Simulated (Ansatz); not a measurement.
# Bands, cutoff and cost in G0W0 for Si2MoN4 (MoSi2N4 type monolayer)

Aim: see how the G0W0 gap of Si2MoN4 (MoSi2N4 type monolayer) on PBEsol moves with empty bands and screening cutoff, and what each rung costs.

Program: Ansatz 0.2.0. Level of theory: G0W0 on PBEsol, plane waves, PAW; PAW set soft_1. Results are calculated unless marked as measured.

## Step 1: Set-up

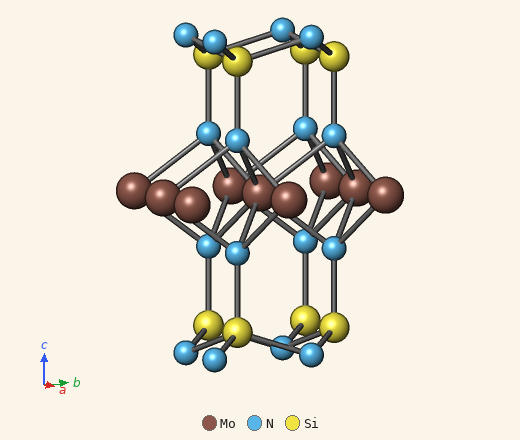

The cell as given, from the side, with the c axis up (molybdenum brown, nitrogen blue, silicon yellow). 2×2×1 cells are drawn. Bonds to atoms that aren't drawn are left out. Some periodic images of atoms are drawn too.

The cell holds 7 atoms: 1 Mo, 4 N and 2 Si. Cell: a = 2.878 Å, b = 2.878 Å, c = 37.100 Å, α = 90.0°, β = 90.0°, γ = 120.0°. It derives from Mo1N4Si2. Vacuum lies along c.

Structure file:

```xyz
7
Lattice="2.8780 0.0000 0.0000 -1.4390 2.4925 0.0000 0.0000 0.0000 37.1000" Properties=species:S:1:pos:R:3
Mo    0.0000    0.0000   18.5500
N     0.0000    1.6616   19.7840
N     0.0000    1.6616   17.3160
Si    0.0000    1.6616   21.5192
Si    0.0000    1.6616   15.5808
N     1.4390    0.8308   22.0309
N     1.4390    0.8308   15.0691
```

The structure was relaxed with PBEsol-D3(BJ). The runs that relaxed it are not among those shown. The Coulomb interaction is cut off across the vacuum.

## Step 2: 130 empty bands, screening to 36 eV

Now the one-shot GW correction: screening in the RPA, then the self-energy of the levels asked for. This step takes PAW set soft_1 files.

File input.yaml:

```yaml
crystal:
  lattice:
    - [2.8780340229, 0.0, 0.0]
    - [-1.4390170115, 2.4924505768, 0.0]
    - [0.0, 0.0, 37.1]
  atoms:
    - { symbol: Mo, position: [0.0, 0.0, 0.5] }
    - { symbol: "N", position: [0.3333333333, 0.6666666667, 0.5332612056] }
    - { symbol: "N", position: [0.3333333333, 0.6666666667, 0.4667387944] }
    - { symbol: Si, position: [0.3333333333, 0.6666666667, 0.5800318078] }
    - { symbol: Si, position: [0.3333333333, 0.6666666667, 0.4199681922] }
    - { symbol: "N", position: [0.6666666667, 0.3333333333, 0.593824925] }
    - { symbol: "N", position: [0.6666666667, 0.3333333333, 0.406175075] }
  periodic: [true, true, false]
kpoints:
  mp_grid: { grid: [9, 9, 1] }
hamiltonian:
  xc: pbesol
  pseudopotentials: { kind: paw, azcp: { folder: soft_1 }, xc_functional: pbe }
scf:
  occupations: { method: fixed }
gw:
  n_empty_bands: 130
  ecut_chi: 36
  qp_bands: [v2, c2]
  qp_kpoints: band_edges
  screening: { model: contour_deformation }
```

On the command line:

```console
$ ansatz run input.yaml --threads 2 --pin off --max-ram 92160MiB --backend cuda --events-out ev --progress --plain --runs-dir out --devices 1 --max-vram 13GiB
```

Numbers of over 12 decimals in the logs are rounded to 6 here.

Output:

```text
GPUs: using 1 of 1 available (devices: 1).
Engine: ansatz 0.2.0, x86_64-unknown-linux-gnu
Pseudopotentials: kind: paw
Pseudopotential: Mo, paw, valence charge 14, recommended cutoff 420 eV (normal), soft_1/Mo.paw.azcp
Pseudopotential: N, paw, valence charge 5, recommended cutoff 420 eV (normal), soft_1/N.paw.azcp
Pseudopotential: Si, paw, valence charge 4, recommended cutoff 420 eV (normal), soft_1/Si.paw.azcp
Functional definition: PBEsol
  exchange = pbesol_x
  correlation = pbesol_c
device memory: the entry about to start is reckoned to put 1.6 GiB on a device that reports 44.9 GiB free (of which the cap on the GPU budget leaves the run 13.0 GiB)
GPU FFT provider: cuFFT
GPU libraries: cuBLAS 13.8.2, cuFFT 12.4.0, cuSOLVER 12.3.4
Crystal: 7 atoms, lattice volume = 266.132 Å³
Basis set: ecut = 420 eV, 5223 PW (Γ)
Bands: 28, of which v1, the nominal top of the filled ones, is band 21 counted from 1 (20 counted from 0)
Symmetry: 12 space group operations
Space group: P-6m2 (ITA 187), of the structure as read, at distance tolerance 6.4e-5 Å
k-points: 12 of 81 (time reversal used)
Non-local potential: Mo, projectors of the file, l = 0: 3, l = 1: 2, l = 2: 2, l = 3: 1
Non-local potential: N, projectors of the file, l = 0: 2, l = 1: 2, l = 2: 1
Non-local potential: Si, projectors of the file, l = 0: 2, l = 1: 2, l = 2: 1
PAW form: soft (Blöchl's): semilocal exchange-correlation on the pseudo side does not see the compensation charge
PAW frozen core: Mo, regenerated for the run's functional, and the local potential with it (the file was generated under x = pbe(κ = 0.804, μ = 0.219515), c = pbe(β = 0.066725))
PAW frozen core: N, regenerated for the run's functional, and the local potential with it (the file was generated under x = pbe(κ = 0.804, μ = 0.219515), c = pbe(β = 0.066725))
PAW frozen core: Si, regenerated for the run's functional, and the local potential with it (the file was generated under x = pbe(κ = 0.804, μ = 0.219515), c = pbe(β = 0.066725))
PAW one-centre angular grid: Mo, 590 points (default); XC on 64 Gauss nodes
PAW one-centre angular grid: N, 110 points (default); XC on 64 Gauss nodes
PAW one-centre angular grid: Si, 110 points (default); XC on 64 Gauss nodes
Initial density: superposition of atomic densities (neutral atoms: chi_scale 0, normalization atom)
Initial wavefunctions: pseudopotential atomic-orbital guess
GPU buffer pool allocated for 100000 grid points (all kernels)
GPU transforms: local potential and band sums: pruned to the plane-wave sphere, on 20×20×250
Functional: x = pbesol(κ = 0.804, μ = 0.123457), c = pbesol(β = 0.046)
SCF iter   1: F=—  HF=-7671.174747 eV  |F-HF|=—  |Δ(HF+E_count)|=         —  Δρ=1.04e-1  dr2=3.38e1  ethr=3.10e-3  ⟨swp⟩=8.3  Hψ=2339  notcnv=0  defer=58
preconditioner: auto → Resta (q_TF=auto, 2.006 Å⁻¹)  ε∞=1.9  [insulator: Δε(μ)=2.079 eV  Ē_g=13.799 eV  n_scr=22 (ndim 8)  ℏωp=13.3 eV  f_vac=0.710  ε∞_Penn≈1.9  vacuum switching on, ρ_ref=1.4e-2 e/Å³]
SCF iter   2: F=—  HF=-7664.553357 eV  |F-HF|=—  |Δ(HF+E_count)|=    6.62e0  Δρ=6.53e-2  dr2=1.76e1  ethr=3.10e-3  ⟨swp⟩=6.8  Hψ=1442  notcnv=0  defer=54
SCF iter   3: F=—  HF=-7662.256178 eV  |F-HF|=—  |Δ(HF+E_count)|=    2.30e0  Δρ=2.30e-2  dr2=1.65e0  ethr=3.10e-3  ⟨swp⟩=5.2  Hψ=990  notcnv=0  defer=52
SCF iter   4: F=—  HF=-7661.936286 eV  |F-HF|=—  |Δ(HF+E_count)|=   3.20e-1  Δρ=1.05e-2  dr2=1.72e-1  ethr=3.10e-3  ⟨swp⟩=2.8  Hψ=611  notcnv=0  defer=55
SCF iter   5: F=—  HF=-7661.943594 eV  |F-HF|=—  |Δ(HF+E_count)|=   7.31e-3  Δρ=4.61e-3  dr2=7.88e-2  ethr=4.09e-4  ⟨swp⟩=3.1  Hψ=826  notcnv=0  defer=59
SCF iter   6: F=—  HF=-7661.930412 eV  |F-HF|=—  |Δ(HF+E_count)|=   1.32e-2  Δρ=2.29e-3  dr2=1.95e-2  ethr=1.88e-4  ⟨swp⟩=2.7  Hψ=512  notcnv=0  defer=60
SCF iter   7: F=—  HF=-7661.928497 eV  |F-HF|=—  |Δ(HF+E_count)|=   1.91e-3  Δρ=5.60e-4  dr2=8.55e-4  ethr=4.64e-5  ⟨swp⟩=3.2  Hψ=650  notcnv=0  defer=60
SCF iter   8: F=—  HF=-7661.928159 eV  |F-HF|=—  |Δ(HF+E_count)|=   3.38e-4  Δρ=1.71e-4  dr2=4.10e-5  ethr=2.04e-6  ⟨swp⟩=4.0  Hψ=863  notcnv=0  defer=60
SCF iter   9: F=—  HF=-7661.928170 eV  |F-HF|=—  |Δ(HF+E_count)|=   1.04e-5  Δρ=9.77e-5  dr2=5.48e-5  ethr=9.76e-8  ⟨swp⟩=3.5  Hψ=773  notcnv=0  defer=59
SCF iter  10: F=—  HF=-7661.928161 eV  |F-HF|=—  |Δ(HF+E_count)|=   8.47e-6  Δρ=1.77e-5  dr2=1.28e-6  ethr=9.76e-8  ⟨swp⟩=3.2  Hψ=587  notcnv=0  defer=59
SCF iter  11: F=-7661.928161 eV  HF=-7661.928161 eV  |F-HF|=4.60e-8  |Δ(HF+E_count)|=   1.64e-7  Δρ=4.60e-6  dr2=5.62e-8  ethr=2.38e-10  ⟨swp⟩=22.3  Hψ=3081  notcnv=0
SCF 1 converged in 11 iterations: F = -7661.928161 eV  dr2 = 5.62e-8
  greatest PAW one-centre occupation: 0.999 electrons in one spin orbital (limit 2), on the Mo atom at site 0 (counted from 0), in its partial waves of l = 0
device memory: the entry about to start is reckoned to put 1.7 GiB (of the 1.8 GiB reckoned in all, the device holds 0.1 GiB already) on a device that reports 44.9 GiB free (of which the cap on the GPU budget leaves the run 12.9 GiB)
NSCF: frozen V_eff on 12 k-points, pencils in batches of 32, up to order 112
the band table was solved once the SCF had ended and its energy, with any forces and stress, was formed, with the checks that follow a solve (2475 applications of the Hamiltonian). They found nothing against the state; the energy, forces and stress were not computed again (output.eigenvalues in the input reference)
device memory: the entry about to start is reckoned to put 3.1 GiB on a device that reports 45.9 GiB free (of which the cap on the GPU budget leaves the run 13.0 GiB)
NSCF: frozen V_eff on 12 k-points
G₀W₀ screening: q 1/12
[... further progress lines ...]
device memory: the entry about to start is reckoned to put 0.7 GiB on a device that reports 60.1 GiB free (of which the cap on the GPU budget leaves the run 13.0 GiB)
NSCF: frozen V_eff on 1 k-points
SCF converged after 11 iterations
Free energy (F): -7661.928161 eV
Harris-Foulkes:  -7661.928161 eV  (|F-HF|=4.60e-8)
Internal energy: -7661.928161 eV  (E = F + TS)
E sigma→0 (E₀):  -7661.928161 eV
Fermi energy:    -5.413497 eV
--- Per-component energies (eV) ---
  E_band       = -818.449016
  E_kinetic    = 1037.945133
  E_local      = -150279.859329  (includes V_loc(G=0)·N_el)
  E_nonlocal   = 331.488343
  E_hartree    = 74479.726476
  E_xc         = -528.161896
  E_vxc        = -622.026210  (∫ρ·V_xc dr)
  E_paw        = -4643.122724  (= ΣΔE_a)
  E_vpaw       = -245.426483  (= ΣTr[D̂ρ^β])
  E_aug_tail   = 0.003463  (compensation charges beyond the density's cutoff)
  E_ewald      = 71939.667556
  E_core_change = 0.384817  (= ΣΔE_core)
  E_smearing   = -0.000000  (= −TS)
  E_closure    = 0.000000  (closes the sum)
  Σ components = -7661.928161   (vs F -7661.928161, Δ=0.00e0)
--- Band table (eV; the first three rows and the last of 12) ---
  k-point 0: bands = [... 17 lower, -8.0667, -8.0667, -7.7985, -5.4135, -2.5554, -2.5554, -2.2551, -2.2551, ... 3 higher]
  k-point 1: bands = [... 17 lower, -8.3324, -8.3036, -7.5920, -5.6817, -2.7312, -2.6005, -2.3277, -1.9201, ... 3 higher]
  k-point 2: bands = [... 17 lower, -8.7345, -8.6493, -7.7258, -6.4324, -2.6586, -2.6445, -2.0435, -1.2106, ... 3 higher]
  k-point 11: bands = [... 17 lower, -8.5203, -8.0705, -7.6991, -5.7794, -3.6345, -1.2160, -0.3811, -0.2492, ... 3 higher]
  ° read free of the cell's end (the report's vacuum.weakly_bound_levels)
--- G₀W₀: contour deformation, 6 samples at zero and on the imaginary axis and 2 off it, 81 q-points, 130 empty bands' worth ---
  eigenvalues of the whole cell's RPA ε∞ on this k-mesh (on a slab, of 1 + 4πα/V) = 1.2059, 3.1414, 3.1414; static W/v taken at q = 0 is 0.501336
  gw.qp_kpoints: band_edges: 9 of 12 stored k-points solved, in 1 pass; an edge of the gap read off the rows below is read off those points alone
    valence top: of the k-points left out ik 7 came nearest to being solved in a further pass, in band 21 (counted from 1, as in the quasiparticle table): it holds the edge there only if its correction is more favourable than any solved in that band by at least 1.099 eV; those differ by 0.279 eV
    conduction bottom: of the k-points left out ik 9 came nearest to being solved in a further pass, in band 22 (counted from 1, as in the quasiparticle table): it holds the edge there only if its correction is more favourable than any solved in that band by at least 0.728 eV; those differ by 0.339 eV
  `?` marks the rows in doubt; gw_qp.tsv's column doubts and the gw_qp event give each row's grounds
    ik  band        ε_KS         Σx   Σc(E_QP)       V_xc       Z   E_QP_lin       E_QP  E_QP is
     0    20     -7.7985   -21.1888     3.6979   -17.3097  0.7680    -7.9802    -7.9796  root
     0    21     -5.4135   -20.9623     1.5338   -19.9473  0.7697    -4.8978    -4.8946  root
     0    22     -2.5554   -15.1892    -3.5036   -20.2128  0.7621    -0.9678    -1.0355  root
     0    23     -2.5554   -15.1892    -3.5036   -20.2128  0.7621    -0.9678    -1.0355  root
     1    20     -7.5920   -21.6607     3.6796   -17.9531  0.7684    -7.6201    -7.6201  root
     1    21     -5.6817   -21.0437     1.7314   -19.8173  0.7670    -5.1799    -5.1767  root
     1    22     -2.7312   -14.4920    -3.4997   -19.4341  0.7706    -1.2349    -1.2888  root
     1    23     -2.6005   -15.3018    -3.5269   -20.3525  0.7625    -1.0093    -1.0766  root
     2    20     -7.7258   -21.4282     3.7140   -17.6155  0.7660    -7.8247    -7.8244  root
     2    21     -6.4324   -20.6291     1.9185   -19.1592  0.7608    -5.9868    -5.9837  root
     2    22     -2.6586   -15.6201    -3.6605   -20.8247  0.7626    -1.0454    -1.1145  root
     2    23     -2.6445   -14.7526    -3.5489   -19.7453  0.7689    -1.1443    -1.2006  root
     3    20     -7.6423   -21.2791     3.7195   -17.3681  0.7666    -7.8345    -7.8338  root
     3    21     -6.7287   -20.2819     2.0273   -18.6185  0.7619    -6.3670    -6.3648  root
     3    22     -2.5361   -16.2752    -3.9863   -21.8565  0.7591    -0.8597    -0.9412  root
     3    23     -2.5032   -14.2002    -3.7912   -19.4530  0.7688    -0.9801    -1.0416  root
     4    20     -7.4272   -21.3982     3.7668   -17.4028  0.7681    -7.6568    -7.6559  root
     4    21     -6.5271   -20.1439     1.9836   -18.4893  0.7687    -6.1997    -6.1981  root
     4    22     -2.9707    -8.7593    -3.9355   -13.9503  0.8038    -1.6835    -1.7151  root
     4    23     -2.5206   -10.0981    -3.9833   -15.4538  0.7914    -1.1027    -1.1482  root
     5    20     -7.5876   -21.8279     3.6939   -18.1573  0.7669    -7.5643    -7.5643  root
     5    21     -6.2142   -20.8684     1.9044   -19.4331  0.7625    -5.7483    -5.7451  root
     5    22     -2.7636   -14.8965    -3.5114   -19.8705  0.7690    -1.2450    -1.3010  root
     5    23     -2.5606   -15.3776    -3.6227   -20.5114  0.7628    -0.9822    -1.0495  root
     8    20     -7.4194   -21.5519     3.7980   -17.5412  0.7678    -7.6329    -7.6321  root
     8    21     -6.3224   -20.6833     1.9534   -19.1548  0.7684    -5.9000    -5.8975  root
     8    22     -2.6314   -16.9112    -3.8204   -22.3092  0.7558    -0.9740    -1.0538  root
     8    23     -2.4141    -9.2974    -4.0628   -14.6713  0.7965    -1.0643    -1.1030  root
    10    20     -7.7648   -21.4234     3.8336   -17.3248  0.7641    -8.0311    -8.0298  root
    10    21     -6.1560   -20.9052     1.7447   -19.6868  0.7676    -5.6333    -5.6297  root
    10    22     -3.1103   -17.1830    -3.2401   -21.9550  0.7616    -1.5160    -1.5784  root
    10    23     -1.4021   -16.0462    -4.6678   -22.2596  0.7422     0.2479     0.1435  root ?
    11    20     -7.6991   -21.0089     3.4990   -17.2421  0.7666    -7.9683    -7.9669  root
    11    21     -5.7794   -20.8284     1.4075   -20.0292  0.7714    -5.1752    -5.1711  root
    11    22     -3.6345   -17.2571    -2.8290   -21.5794  0.7665    -2.0890    -2.1413  root
    11    23     -1.2160   -15.9686    -4.7531   -22.2394  0.7397     0.4035     0.3017  root ?
```

Elapsed: 23 s, on 1 × NVIDIA H100 80GB HBM3 (shared by 6 runs) with 2 threads of AMD EPYC 7R13 (Zen 3), shared host; peak memory 1.3 GiB; 33 s of CPU time.

Reading the cycles: dr2 is the Hartree energy of the density residual (eV), the measure of convergence; HF is the Harris–Foulkes estimate of the energy, which meets the free energy F at convergence.

This step gave:

- bands summed: 151
- plane waves in the screening matrix: 163
- q-points in the mesh: 81
- G0W0 gap on the mesh: 2.753 eV
- k of the valence top: 0, 0, 0
- k of the conduction bottom: 0.3333, 0.3333, 0
- starting gap on the mesh: 1.779 eV
- Z at the valence top: 0.7697
- Z at the conduction bottom: 0.7665
- least direct G0W0 gap on the computed points: 3.030 eV

The gap on the mesh goes from 1.78 eV to 2.75 eV, a correction of +0.97 eV. Between the two edge states, bare exchange in place of the xc potential would open the gap by 5.34 eV, and correlation takes back 4.36 eV.

## Step 3: 316 empty bands, screening to 65 eV

Another rung: the empty bands reach about as high as the screening cutoff, so the two stay in balance.

input.yaml: that of step 2 with these lines changed.

```diff
@@ -21,5 +21,6 @@
   occupations: { method: fixed }
+  convergence: { dr2_threshold: 1.0e-10 }
 gw:
-  n_empty_bands: 130
-  ecut_chi: 36
+  n_empty_bands: 316
+  ecut_chi: 65.0
   qp_bands: [v2, c2]
```

Output:

```text
GPUs: using 1 of 1 available (devices: 1).
[...]
GPU FFT provider: cuFFT
GPU libraries: cuBLAS 13.8.2, cuFFT 12.4.0, cuSOLVER 12.3.4
Crystal: 7 atoms, lattice volume = 266.132 Å³
Basis set: ecut = 420 eV, 5223 PW (Γ)
Bands: 28, of which v1, the nominal top of the filled ones, is band 21 counted from 1 (20 counted from 0)
[... 1 set-up line as in the run before ...]
[...]
k-points: 12 of 81 (time reversal used)
[...]
GPU buffer pool allocated for 100000 grid points (all kernels)
[...]
SCF iter   1: F=—  HF=-7671.174747 eV  |F-HF|=—  |Δ(HF+E_count)|=         —  Δρ=1.04e-1  dr2=3.38e1  ethr=3.10e-3  ⟨swp⟩=8.3  Hψ=2339  notcnv=0  defer=58
[...]
SCF iter  14: F=-7661.928161 eV  HF=-7661.928161 eV  |F-HF|=7.19e-11  |Δ(HF+E_count)|=  5.13e-10  Δρ=9.60e-8  dr2=2.60e-11  ethr=1.00e-12  ⟨swp⟩=22.2  Hψ=2841  notcnv=0
SCF 1 converged in 14 iterations: F = -7661.928161 eV  dr2 = 2.60e-11
[...]
NSCF: frozen V_eff on 12 k-points, pencils in batches of 32, up to order 112
[...]
NSCF: frozen V_eff on 12 k-points
G₀W₀ screening: q 1/12
[... further progress lines ...]
[...]
SCF converged after 14 iterations
Free energy (F): -7661.928161 eV
[...]
Internal energy: -7661.928161 eV  (E = F + TS)
E sigma→0 (E₀):  -7661.928161 eV
Fermi energy:    -5.413281 eV
[...]
--- Band table (eV; the first three rows and the last of 12) ---
  k-point 0: bands = [... 17 lower, -8.0665, -8.0665, -7.7984, -5.4133, -2.5552, -2.5552, -2.2549, -2.2549, ... 3 higher]
  k-point 1: bands = [... 17 lower, -8.3322, -8.3034, -7.5919, -5.6815, -2.7310, -2.6003, -2.3275, -1.9199, ... 3 higher]
  k-point 2: bands = [... 17 lower, -8.7344, -8.6491, -7.7256, -6.4322, -2.6584, -2.6442, -2.0433, -1.2104, ... 3 higher]
  k-point 11: bands = [... 17 lower, -8.5201, -8.0704, -7.6990, -5.7792, -3.6343, -1.2158, -0.3809, -0.2489, ... 3 higher]
  ° read free of the cell's end (the report's vacuum.weakly_bound_levels)
[...]
bands read: the sum over 337 bands ends inside a degenerate multiplet in 1 slot, whose members it reads at an even weight; the widest, k=0: bands 337 to 338 (counted from 1) at 1/2 each
[...]
0    20     -7.7984   -21.1889     3.5211   -17.3098  0.7602    -8.1588    -8.1564  root
     0    21     -5.4133   -20.9622     1.2004   -19.9473  0.7621    -5.2282    -5.2278  root
     0    22     -2.5552   -15.1892    -3.8583   -20.2128  0.7532    -1.3578    -1.3900  root
     0    23     -2.5552   -15.1892    -3.8583   -20.2128  0.7532    -1.3578    -1.3900  root
     1    20     -7.5919   -21.6609     3.4750   -17.9532  0.7600    -7.8256    -7.8246  root
     1    21     -5.6815   -21.0436     1.3937   -19.8173  0.7595    -5.5145    -5.5141  root
     1    22     -2.7310   -14.4920    -3.8257   -19.4341  0.7623    -1.5874    -1.6146  root
     1    23     -2.6003   -15.3018    -3.8855   -20.3526  0.7537    -1.4031    -1.4350  root
[...]
11    20     -7.6990   -21.0090     3.2692   -17.2421  0.7589    -8.2015    -8.1966  root
    11    21     -5.7792   -20.8284     1.0468   -20.0292  0.7631    -5.5323    -5.5315  root
    11    22     -3.6343   -17.2570    -3.2184   -21.5794  0.7586    -2.5081    -2.5304  root
    11    23     -1.2158   -15.9685    -5.1106   -22.2393  0.7325    -0.0050    -0.0556  root
```

Run time: 60 s. Hardware: 1 × NVIDIA H100 80GB HBM3 (shared by 6 runs) with 2 threads; peak memory 1.7 GiB.

Numbers from this step:

- bands summed: 337
- plane waves in the screening matrix: 283
- q-points in the mesh: 81
- G0W0 gap on the mesh: 2.697 eV
- k of the valence top: 0, 0, 0
- k of the conduction bottom: 0.3333, 0.3333, 0
- starting gap on the mesh: 1.779 eV
- Z at the valence top: 0.7621
- Z at the conduction bottom: 0.7586
- least direct G0W0 gap on the computed points: 3.001 eV

Against the run with 9×9×1 mesh, 130 empty bands, screening to 36 eV, PAW set soft_1 files, the gap moves by −0.06 eV.

## Step 4: The runs together

Times are wall times on 1 × NVIDIA H100 80GB HBM3 (shared by 6 runs) with 2 threads of AMD EPYC 7R13 (Zen 3), shared host, good to a factor of about two.

| mesh | files | frequency | bands summed | cutoff (eV) | start (eV) | G0W0 (eV) | time | host memory (GiB) |
| --- | --- | --- | --- | --- | --- | --- | --- | --- |
| 9×9×1 | PAW set soft_1 | contour deformation | 151 | 36 | 1.779 | 2.753 | 23 s | 1.3 |
| 9×9×1 | PAW set soft_1 | contour deformation | 337 | 65 | 1.779 | 2.697 | 60 s | 1.7 |

The parts of the quasiparticle energy at the two band edges (eV; QP = start + Σx + Σc − Vxc):

| run | edge | start | Σx | Σc | Vxc | Z | QP |
| --- | --- | --- | --- | --- | --- | --- | --- |
| 151 bands | valence top | -5.41 | -20.96 | 1.53 | -19.95 | 0.77 | -4.89 |
| 151 bands | conduction bottom | -3.63 | -17.26 | -2.83 | -21.58 | 0.77 | -2.14 |
| 337 bands | valence top | -5.41 | -20.96 | 1.20 | -19.95 | 0.76 | -5.23 |
| 337 bands | conduction bottom | -3.63 | -17.26 | -3.22 | -21.58 | 0.76 | -2.53 |

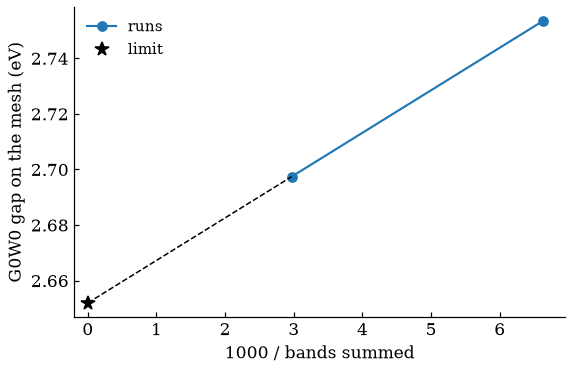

The gap against one over the number of bands; the dashed line carries the two highest rungs to the limit.

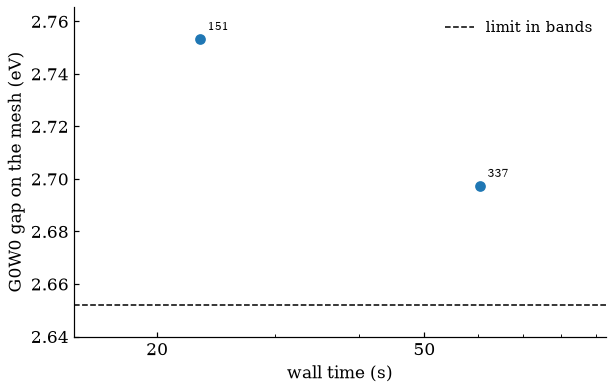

Result against wall time.

## Step 5: Summary of results

```yaml
151_bands_36_ev: 2.753 eV
337_bands_65_ev: 2.697 eV
estimated_limit_in_bands_and_cutoff: 2.65 eV
mesh_and_start: 9×9×1, PBEsol
```

In words: A line in one over the bands through the two rungs gives 2.65 eV, −0.05 eV from the top rung; with two points alone it is an unchecked estimate. The rungs stand 0.10 eV (151 bands) and 0.05 eV (337 bands) from it. From 151 to 337 bands the gap moves by −0.06 eV while the time grows 2.6-fold. Σc changes by −0.33 eV at the valence top and −0.39 eV at the conduction bottom, so the levels themselves move more than the gap between them. The mesh in the plane is coarse for a sheet; gap and any exciton binding can still move on denser ones. The many-body steps are scalar-relativistic: spin-orbit coupling is not in them.

[Paths, hosts, dates, memory and timing lines, banners, echoed tables and standing remarks are left out of the program output.]

[Logs are printed without paths, hosts, clocks, repeated set-up lines and the standing remarks that a program may print on its own settings, such as how far it seeks lower states.]

[Runs of the session that timed out or met a known fault of the program may be left out.]

[Cells called generated may have been cut or substituted from an entry of the Crystallography Open Database or the Materials Project.]

[Hosts, paths, dates, database ids (printed as entryN), source tags and the programs' standing remarks are cut or masked in the printed files.]
